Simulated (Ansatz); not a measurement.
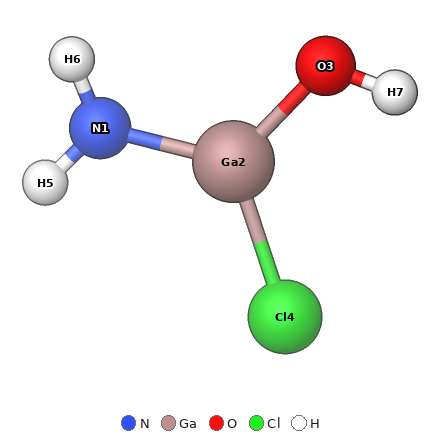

The system is ClGaH₃NO, SMILES [NH2][Ga]([OH])[Cl]; the picture shows the reference structure. 
- First axis: dihedral N1–Ga2–O3–H7. Second axis: dihedral H5–N1–Ga2–O3.
- Nothing is relaxed (all other coordinates rigid).
- The grid has 8 × 8 points.
- Points are written as (first, second).
- All energies are given in kJ/mol relative to the lowest grid point.
- These are results of Ansatz 0.2.0, RKS PBE0-D4/def2-TZVP, not measurements.

Its coordinates:

```xyz
7

N    -0.5386    1.3286   -0.0562
Ga    0.0148   -0.3784   -0.1336
O     1.4694   -0.9014    0.7358
Cl   -1.0203   -1.7983   -1.3536
H    -1.4413    1.6031   -0.4024
H    -0.1739    1.9688    0.6283
H     1.6898   -1.8225    0.5817
```

Range: dihedral N1–Ga2–O3–H7 from −180 to 135°; dihedral H5–N1–Ga2–O3 from −180 to 135°.

What landscape does the calculation give?

Answer. The lowest grid point is at (−180°, −180°). Higher local minima lie near (−180°, 0°) (0.6 kJ/mol above the lowest at that grid point); (0°, −180°) (8.2 kJ/mol above the lowest at that grid point); (0°, 0°) (9.6 kJ/mol above the lowest at that grid point). The highest grid point, (−90°, −90°), lies 57.9 kJ/mol above the lowest. On the interpolated surface the easiest way out of the lowest well to the well at (0°, −180°) passes a barrier of about 17 kJ/mol, counted from the interpolated bottom of the well. Round the minimum the two coordinates are weakly coupled (coupling −0.15 in units of the two stiffnesses).

```tsv
dihedral H5–N1–Ga2–O3 ↓, dihedral N1–Ga2–O3–H7 →	−180	−135	−90	−45	0	45	90	135
135	22.0	33.4	43.9	34.7	27.3	37.2	43.5	30.9
90	32.3	42.5	56.5	48.5	36.7	45.3	55.8	44.6
45	9.6	16.7	29.0	25.6	16.5	20.3	27.6	19.7
0	0.6	9.7	19.2	14.8	9.6	14.2	17.0	7.3
−45	22.8	35.4	46.8	38.1	30.8	39.9	44.7	31.3
−90	32.8	43.0	57.9	51.3	40.2	48.3	57.9	45.7
−135	9.3	15.4	28.0	26.1	18.2	22.2	29.3	20.8
−180	0.0	7.6	16.7	12.6	8.2	13.9	17.6	7.8
```

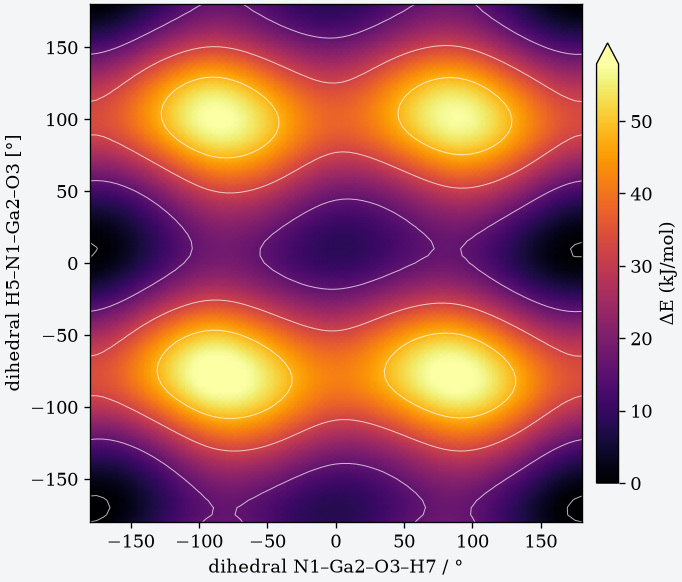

The picture shows a smooth colour map with a few white contour lines, one colour for all values above the top of the scale. Between grid points the surface is interpolated.

Each point was launched as `ansatz run input.yaml --threads 1 --pin off --max-ram 2560MiB --backend cpu --events-out ev --progress --plain --runs-dir out`. The whole map (64 points run) took 12 min on 1 thread of Arm Neoverse V1 (shared host).
